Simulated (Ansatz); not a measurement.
**Run report: TaH₃Cl₃O₂F, nudged elastic band (part 2 of 2)**

The same run, continued: TaH₃Cl₃O₂F; RKS PBE0-D4/def2-SVP (Ansatz 0.2.0). It belongs to a series of runs on one base structure; here: band between the two ends.

Geometry of the input (Å):
```
Ta 0.0060  -0.0603  -0.0883
O  1.9505  0.1412  -0.2034
H  2.4419  0.3079  0.6127
O  0.2694  -0.5877  1.7131
H  -0.0965  -1.2017  2.3568
Cl -0.0717  0.0568  -2.4225
Cl -0.7966  2.0293  0.3369
Cl -1.8531  -1.4777  -0.1204
F  1.1492  -2.1290  -0.5889
H  1.9160  -1.5655  -0.6178
```

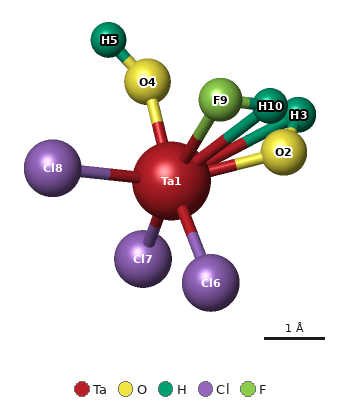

*The structure as given in the input (ball-and-stick view, seen at a tilt; atoms are numbered from 1 in the order of the input). Sticks mark near contacts.*

What the program printed, continued:
```
NEB iter  48: max|band force component| = 3.872e-2 eV/Å  barrier→ = 0.0565 eV  barrier← = 1.0052 eV  CI = image 1  Δτ_max = 0.0327 Å  (298 SCF iters)
the calculation of the forces begins
reference -45951.87928240 eV, -1688.7004163256 hartree; 46, 46 occupied and 97, 97 virtual orbitals, 1442 factors
1446 factors; integrals over basis functions are off by at most 1.3e-3 eV
mean field -45950.89858241 eV, -1688.6643762659 hartree, gradient 2.0e-5 eV, S^2 0.000000; 1 other end points of the search recorded, 0 dependent functions left out
the calculation of the forces begins
reference -45950.89863370 eV, -1688.6643781506 hartree; 46, 46 occupied and 97, 97 virtual orbitals, 1446 factors
NEB iter  49: max|band force component| = 2.870e-2 eV/Å  barrier→ = 0.0565 eV  barrier← = 1.0052 eV  CI = image 1  Δτ_max = 0.0000 Å  (569 SCF iters)
```

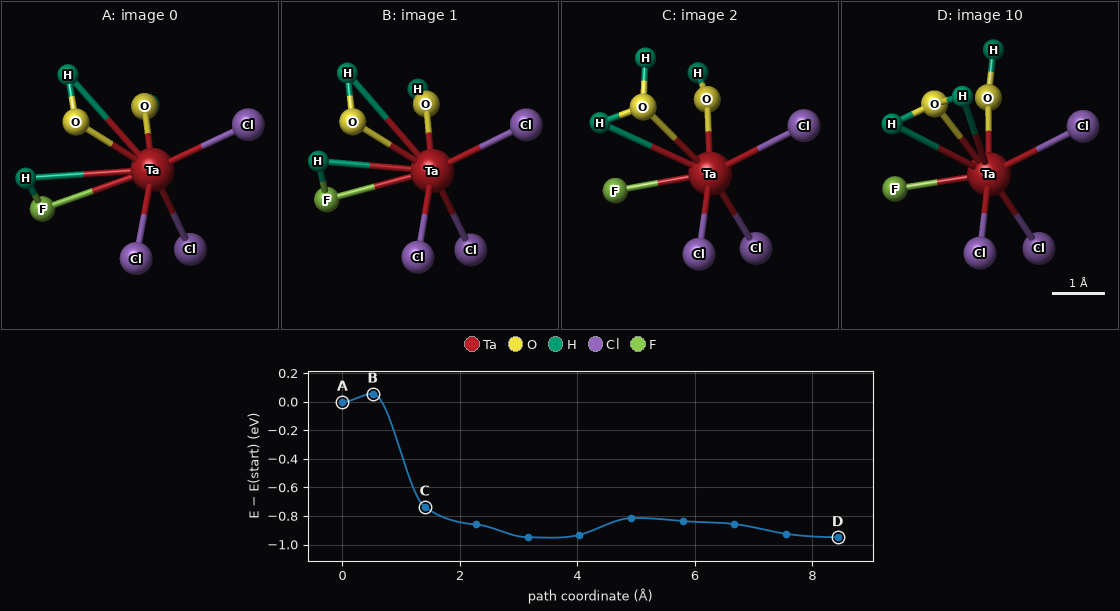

*Images of the last band (counted from 0; ball-and-stick, seen at a tilt) above the energy along the path; the line is a cubic interpolation that uses the forces.*

The highest image is number 1, 0.057 eV above the start and 1.005 eV above the end (the climbing image); the end lies 0.949 eV below the start. The path is 8.43 Å long. The band converged in 49 iterations.

```
Total energy: -45951.17799725 eV, -1688.6746445719 hartree
Atom 0 at    -0.054673    -0.166665    -0.119473 Å, force     0.000055    -0.000191    -0.000044 eV/Å
Atom 1 at     1.994142    -0.003783    -0.239352 Å, force    -0.000007     0.000219    -0.000064 eV/Å
Atom 2 at     2.480676     0.240207     0.558429 Å, force     0.000019     0.000067    -0.000041 eV/Å
Atom 3 at     0.176155    -0.610438     1.692701 Å, force     0.000045     0.000172     0.000078 eV/Å
Atom 4 at     0.113388    -1.207331     2.442185 Å, force    -0.000073    -0.000224    -0.000093 eV/Å
Atom 5 at    -0.059163     0.059275    -2.443418 Å, force    -0.000025    -0.000058    -0.000017 eV/Å
Atom 6 at    -0.712880     1.984776     0.282055 Å, force     0.000111     0.000007     0.000033 eV/Å
Atom 7 at    -1.967691    -1.462234    -0.213450 Å, force    -0.000107     0.000011    -0.000015 eV/Å
Atom 8 at     1.087525    -2.034931    -0.530850 Å, force     0.000111     0.000285     0.000088 eV/Å
Atom 9 at     1.857620    -1.285574    -0.450827 Å, force    -0.000129    -0.000287     0.000076 eV/Å
Dipole moment:     0.508797    -0.060164     0.882530 e Å
this run last wrote the band of iteration 49 to [file]
```

The last band as extended XYZ (Å, eV, eV/Å):
```
10
Properties=species:S:1:pos:R:3:forces:R:3 image=0 energy=-45951.23446
Ta    0.0060   -0.0603   -0.0883    0.0161   0.0027  -0.0011
O     1.9505    0.1412   -0.2034   -0.0028  -0.0003   0.0115
H     2.4419    0.3079    0.6127   -0.0068  -0.0010  -0.0131
O     0.2694   -0.5877    1.7131   -0.0082  -0.0055   0.0131
H    -0.0965   -1.2017    2.3568    0.0051   0.0058  -0.0116
Cl   -0.0717    0.0568   -2.4225    0.0009  -0.0011   0.0020
Cl   -0.7966    2.0293    0.3369    0.0014  -0.0004  -0.0003
Cl   -1.8531   -1.4777   -0.1204   -0.0004  -0.0028   0.0002
F     1.1492   -2.1290   -0.5889   -0.0238  -0.0194  -0.0002
H     1.9160   -1.5655   -0.6178    0.0186   0.0219  -0.0004
10
Properties=species:S:1:pos:R:3:forces:R:3 image=1 energy=-45951.17795
Ta   -0.0547   -0.1667   -0.1195    0.0001  -0.0002   0.0000
O     1.9941   -0.0038   -0.2394    0.0000   0.0002  -0.0001
H     2.4807    0.2402    0.5584    0.0000   0.0001   0.0000
O     0.1762   -0.6104    1.6927    0.0000   0.0002   0.0001
H     0.1134   -1.2073    2.4422   -0.0001  -0.0002  -0.0001
Cl   -0.0592    0.0593   -2.4434    0.0000  -0.0001   0.0000
Cl   -0.7129    1.9848    0.2821    0.0001   0.0000   0.0000
Cl   -1.9677   -1.4622   -0.2135   -0.0001   0.0000   0.0000
F     1.0875   -2.0349   -0.5309    0.0001   0.0003   0.0001
H     1.8576   -1.2856   -0.4508   -0.0001  -0.0003   0.0001
10
Properties=species:S:1:pos:R:3:forces:R:3 image=2 energy=-45951.96897
Ta   -0.1771   -0.4438   -0.1703   -0.0526  -0.1235  -0.0195
O     2.0578    0.0379   -0.2286    0.0291   0.0139  -0.0016
H     2.4744    0.3341    0.5908    0.0018   0.0307   0.0139
O     0.1078   -0.7363    1.6648   -0.0294  -0.0565  -0.0112
H     0.1653   -1.1811    2.5112    0.0255   0.0056   0.0282
Cl   -0.0862   -0.0303   -2.4779   -0.0137  -0.0310  -0.0132
Cl   -0.5273    1.8316    0.2220    0.0925  -0.0631  -0.0180
Cl   -2.2647   -1.3699   -0.2079   -0.1363   0.0528   0.0046
F     0.8249   -2.0482   -0.5333   -0.1271  -0.0066  -0.0062
H     2.3403   -0.8808   -0.3929    0.2102   0.1778   0.0229
10
Properties=species:S:1:pos:R:3:forces:R:3 image=3 energy=-45952.09386
Ta   -0.1707   -0.6289   -0.1906    0.0019  -0.0106  -0.0022
O     2.0377   -0.0323   -0.2208    0.0029  -0.0082   0.0029
H     2.3645    0.6918    0.3273   -0.0092   0.0231  -0.0194
O     0.0671   -1.0283    1.6319   -0.0020  -0.0221  -0.0018
H     0.0074   -0.8825    2.5774   -0.0126   0.0208   0.0054
Cl   -0.1974    0.0188   -2.4486   -0.0062   0.0029   0.0016
Cl   -0.3040    1.6546    0.4048    0.0173  -0.0113   0.0128
Cl   -2.3518   -1.3321   -0.2333   -0.0076   0.0060  -0.0016
F     0.8027   -2.1759   -0.6675   -0.0039  -0.0064  -0.0090
H     2.6594   -0.7719   -0.2026    0.0195   0.0058   0.0114
10
Properties=species:S:1:pos:R:3:forces:R:3 image=4 energy=-45952.18329
Ta   -0.1998   -0.6688   -0.0807   -0.0199  -0.0033   0.0195
O     2.0449   -0.1258    0.0822   -0.0123   0.0014  -0.0093
H     2.1834    0.8180   -0.0852    0.0098  -0.0015  -0.0011
O    -0.0638   -1.0578    1.7368   -0.0014  -0.0018  -0.0023
H     0.2338   -0.9564    2.6429    0.0016   0.0007  -0.0017
Cl    0.1428   -0.0015   -2.3313    0.0081   0.0023   0.0055
Cl   -0.3116    1.6326    0.4658    0.0016   0.0009  -0.0049
Cl   -2.3914   -1.2538   -0.3498   -0.0026   0.0008  -0.0015
F     0.7140   -2.2575   -0.5299    0.0070  -0.0044  -0.0034
H     2.5628   -0.6157   -0.5729    0.0081   0.0048  -0.0008
10
Properties=species:S:1:pos:R:3:forces:R:3 image=5 energy=-45952.16622
Ta   -0.2380   -0.6066   -0.0677   -0.0226  -0.0119   0.0065
O     2.0197   -0.0952    0.0886   -0.0067  -0.0769   0.0752
H     2.1736    0.8504    0.2251   -0.0087   0.0367  -0.0908
O    -0.0371   -0.8831    1.7780   -0.0101  -0.0348   0.0092
H     0.4939   -1.4045    2.3873    0.0035   0.0203   0.0226
Cl    0.2007   -0.2810   -2.3779    0.0412   0.0158   0.0202
Cl   -0.3699    1.7250    0.2355    0.0221  -0.0114   0.0072
Cl   -2.4437   -1.1567   -0.2617   -0.0042   0.0093  -0.0131
F     0.6162   -2.2753   -0.3199   -0.0207  -0.0170   0.0026
H     2.4996   -0.3595   -0.7092    0.0061   0.0697  -0.0396
10
Properties=species:S:1:pos:R:3:forces:R:3 image=6 energy=-45952.04920
Ta   -0.2409   -0.5044   -0.1308   -0.0204   0.0033  -0.0031
O     1.9745    0.1617   -0.2215    0.0035  -0.0048  -0.0006
H     2.3347    0.5347    0.5939   -0.0058   0.0172  -0.0017
O     0.1142   -0.7305    1.7253    0.0078  -0.0098  -0.0048
H     0.4425   -1.4742    2.2410   -0.0012   0.0013   0.0044
Cl   -0.0496   -0.3020   -2.4660   -0.0034   0.0031   0.0007
Cl   -0.5249    1.7847    0.1757    0.0048   0.0003   0.0004
Cl   -2.4029   -1.2448   -0.1173   -0.0003   0.0011  -0.0009
F     0.7212   -2.1393   -0.3359    0.0088   0.0028   0.0005
H     2.5463   -0.5727   -0.4863    0.0061  -0.0145   0.0052
10
Properties=species:S:1:pos:R:3:forces:R:3 image=7 energy=-45952.06968
Ta   -0.2479   -0.5113   -0.0947    0.0020  -0.0030   0.0062
O     1.9424    0.1702   -0.1069   -0.0026  -0.0033   0.0048
H     2.4597    0.0809    0.7032    0.0051  -0.0223   0.0037
O     0.1419   -0.6413    1.7663    0.0023   0.0030  -0.0011
H     0.4577   -1.4298    2.2229    0.0004   0.0054   0.0013
Cl    0.2025   -0.3084   -2.4071    0.0135  -0.0012   0.0027
Cl   -0.7123    1.7567    0.1386   -0.0096   0.0011  -0.0017
Cl   -2.3965   -1.2807   -0.1731   -0.0015   0.0005  -0.0016
F     0.5915   -2.2192   -0.2063   -0.0080  -0.0034   0.0050
H     2.4761   -0.1039   -0.8649   -0.0015   0.0232  -0.0193
10
Properties=species:S:1:pos:R:3:forces:R:3 image=8 energy=-45952.09070
Ta   -0.2304   -0.5295   -0.0624    0.0052  -0.0032   0.0120
O     1.9679    0.2030    0.0292    0.0026   0.0037   0.0122
H     2.5776   -0.4412    0.4134    0.0036  -0.0320  -0.0251
O    -0.0078   -0.7359    1.7928   -0.0125  -0.0015  -0.0015
H     0.3858   -1.3204    2.4464   -0.0034   0.0109   0.0153
Cl    0.2886   -0.2232   -2.3670    0.0043   0.0014  -0.0003
Cl   -0.7106    1.7374    0.1566    0.0027  -0.0002  -0.0023
Cl   -2.3467   -1.3476   -0.3128    0.0028  -0.0042  -0.0065
F     0.7378   -2.1640   -0.2287    0.0069   0.0037   0.0010
H     2.2530    0.3345   -0.8896   -0.0121   0.0213  -0.0049
10
Properties=species:S:1:pos:R:3:forces:R:3 image=9 energy=-45952.15919
Ta   -0.2121   -0.6285   -0.0799   -0.0037   0.0032  -0.0066
O     1.9954    0.0821    0.1278    0.0025  -0.0193   0.0197
H     2.5474   -0.7086    0.0320    0.0040  -0.0236  -0.0358
O    -0.0562   -0.9531    1.7469   -0.0065  -0.0138  -0.0002
H     0.2944   -0.9095    2.6379   -0.0030   0.0456   0.0191
Cl    0.2651   -0.0368   -2.3331   -0.0026   0.0081  -0.0013
Cl   -0.6289    1.6425    0.3289    0.0040  -0.0087   0.0071
Cl   -2.3222   -1.4282   -0.4222    0.0020  -0.0073  -0.0068
F     0.8265   -2.1837   -0.4211    0.0116  -0.0056  -0.0087
H     2.2057    0.6371   -0.6392   -0.0083   0.0213   0.0135
10
Properties=species:S:1:pos:R:3:forces:R:3 image=10 energy=-45952.18313
Ta   -0.1858   -0.7097   -0.0936   -0.0064   0.0010   0.0088
O     2.0317   -0.0755    0.1171   -0.0053  -0.0068   0.0083
H     2.5925   -0.5817   -0.4882    0.0111  -0.0087  -0.0072
O    -0.0978   -1.0066    1.7458    0.0018   0.0130  -0.0065
H     0.1539   -0.7943    2.6470   -0.0009  -0.0072   0.0021
Cl    0.2145   -0.1156   -2.3550    0.0010  -0.0082  -0.0006
Cl   -0.3996    1.6074    0.3483   -0.0036   0.0022   0.0049
Cl   -2.3430   -1.3904   -0.4100    0.0005   0.0012  -0.0018
F     0.7987   -2.2820   -0.4382    0.0042   0.0042  -0.0057
H     2.1500    0.8617   -0.0952   -0.0023   0.0095  -0.0023
```

Results in brief:

- outcome: converged
- barrier, forward: 0.057 eV
- barrier, backward: 1.005 eV
- hardware: 4 threads of Arm Neoverse V1, 24 GiB of memory available, shared host
- wall time: 30 min (CPU time 1.9 h)
- peak memory: 0.55 GiB

Remarks:

The order of the saddle point was not checked.
